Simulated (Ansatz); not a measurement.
The starting structures come from a database of crystals and need not be the phases stable at ambient conditions.

 Where the default PAW files enter, the runs use the earlier of Ansatz's two default sets.

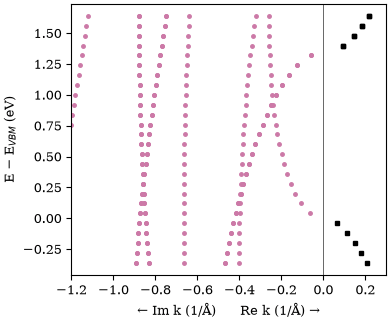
Complex bands at the centre of the two-dimensional zone; Ansatz (a first-principles code) with r2SCAN

The gap is the functional's own. No spin-orbit coupling. Mid-gap values are interpolated on the energy grid.

Problem. This is K2Sn2O3 (R-3m, not sure to be the ambient phase, 7 atoms a cell, 21.2 Å³ an atom) along the normal of (001). Read off the slowest decay at the centre of the two-dimensional zone at 0.68 eV, the computed energy nearest the middle of the gap.

Solution. κ ≈ 0.22 1/Å, a decay length 1/(2κ) of the density of 2.3 Å.
